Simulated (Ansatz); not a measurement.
Consider C2H3AlF2O.

```json
{"atom": "F", "x (Å)": "1.5268", "y (Å)": "-1.5956", "z (Å)": "-0.7232"}
{"atom": "C", "x (Å)": "0.7284", "y (Å)": "-0.5402", "z (Å)": "-0.5867"}
{"atom": "F", "x (Å)": "1.5065", "y (Å)": "0.5422", "z (Å)": "-0.3892"}
{"atom": "O", "x (Å)": "-0.2661", "y (Å)": "-0.4061", "z (Å)": "-1.4599"}
{"atom": "C", "x (Å)": "-0.5953", "y (Å)": "-0.6117", "z (Å)": "0.0121"}
{"atom": "Al", "x (Å)": "-1.3219", "y (Å)": "0.9908", "z (Å)": "0.9122"}
{"atom": "H", "x (Å)": "-1.5561", "y (Å)": "2.2918", "z (Å)": "0.0519"}
{"atom": "H", "x (Å)": "-0.9354", "y (Å)": "-1.6418", "z (Å)": "0.1865"}
{"atom": "H", "x (Å)": "-1.6339", "y (Å)": "0.8816", "z (Å)": "2.4601"}
```

These are results of RKS r2SCANh/def2-SVP (Ansatz 0.2.0), not measurements.

Q: What will maps of the electron density and electron localisation function show?

A: C–Al (1.98 Å): the density is about 0.71 e/Å³ at the midpoint; the ELF peaks at about 1 between the atoms: a shared but strongly polarised pair.
C–O (1.52 Å): ρ is about 1.5 e/Å³ halfway, with its minimum of 1.3 e/Å³ about 0.6 Å from C; the ELF peaks at about 0.75 between the atoms.

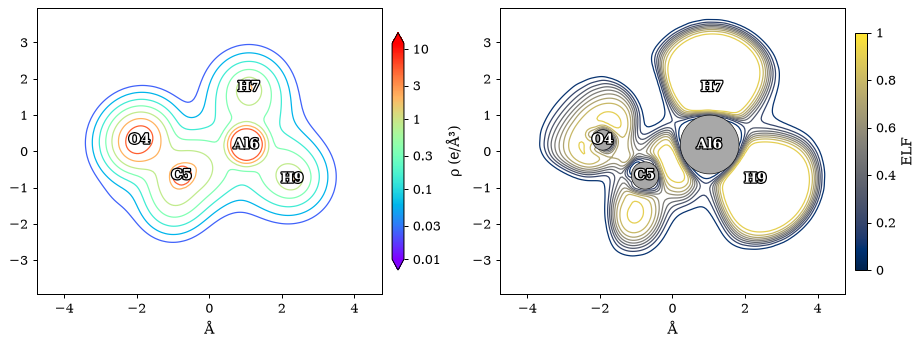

Computed electron density and electron localisation function on the plane of atoms C5, Al6 and H9, in this order. Grey discs cover the atomic cores in the ELF map. 
